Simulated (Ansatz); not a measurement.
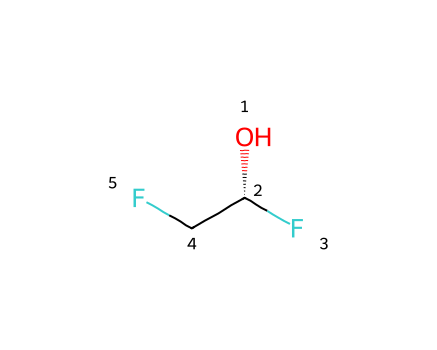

A structural formula, with wedges where it has stereocentres; small numbers name the atoms. The configuration is that of a computed structure (PBE0-D4/def2-TZVP).

Q: Assign CIP descriptors.

A: C2: R.

Q: Give a SMILES with the stereochemistry.

A: O[C@H](F)CF
